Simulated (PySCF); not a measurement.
C$_{2}$H$_{8}$Si$_{2}$ (triplet)

```xyz
12

C     0.2122    0.0937    1.0135
Si    1.3712   -1.2927    1.1910
C    -0.8479    0.8549    0.3816
Si   -0.7780    0.7238   -1.5211
H     0.6871   -2.5079    1.7425
H     1.9895   -1.6739   -0.1230
H     2.4692   -0.9094    2.1305
H    -0.7902    1.9304    0.6427
H    -1.8531    0.5146    0.7054
H    -0.9063   -0.7085   -1.9238
H    -1.8958    1.5107   -2.1288
H     0.5270    1.2562   -2.0133
```

Geometry: PBE0-D3(BJ)/def2-SVP.

Level of theory: PySCF 2.14.0, density-fitted response routines, UKS B3LYP, IGLO-III on C Si, pcH-1 on H, non-relativistic, mean-field spin-orbit, GIAO.

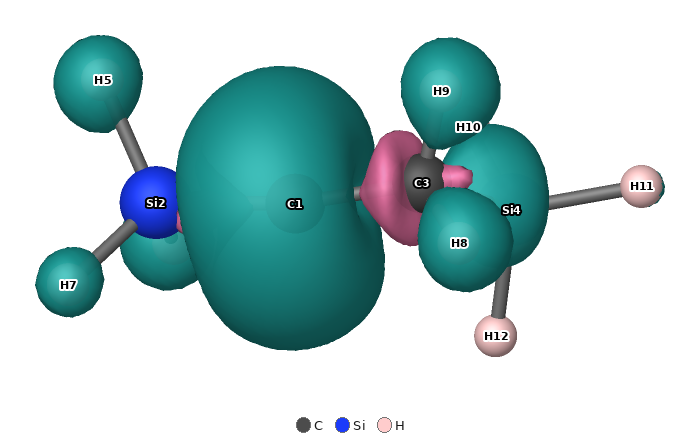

Figure 1. Isosurfaces of the spin density (α minus β) at +0.02 (teal) and −0.02 e/Å³ (pink), seen from one side.

### Where is the unpaired spin?

The unpaired spin (2 electrons) lies mostly on C1 (about 1.3), Si2 (about 0.2) and Si4 (about 0.1), in electrons by Hirshfeld's partition.

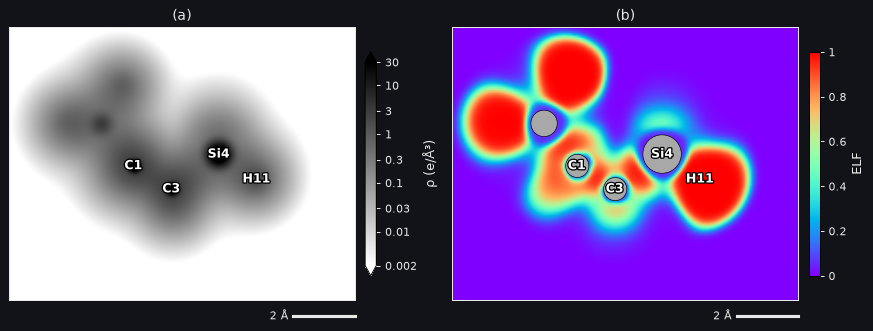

Figure 2. (a) electron density; (b) ELF on the plane of atoms C3, Si4 and H11. Grey discs cover the atomic cores in the ELF map.

### Describe what can be read from this map.

- Atoms in the plane: C, Si and H.
- C–C (1.45 Å): ρ is about 1.8 e/Å³ halfway; the ELF peaks at about 0.95 between the atoms: a covalent bond.
- C–Si (1.91 Å): the density is about 0.89 e/Å³ at the midpoint; the ELF peaks at about 0.95 between the atoms: localised, covalent bonding.
- Si–H (1.50 Å): ρ at the midpoint is about 0.8 e/Å³; the ELF climbs to about 1 towards the hydrogen, as it does in any bond to H.

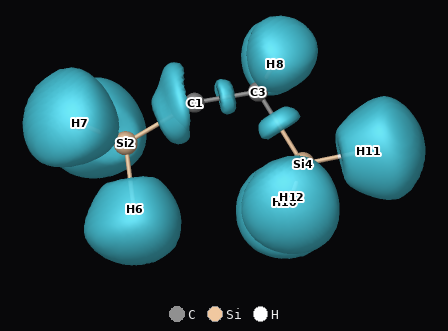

Figure 3. Isosurface of the electron localisation function at 0.85 (cyan), seen across its widest extent. Core shells and regions of very low density are left out.

### Identify the bonds, lone pairs and shells in this picture.

At this value the surface marks out one region between bonded C–C atoms (shared pairs), two regions between bonded C–Si atoms (shared pairs) and eight regions around hydrogen nuclei. Profiles from the grid: C–Si (1.82 Å): the ELF peaks at about 0.95 between the atoms: a shared electron pair.
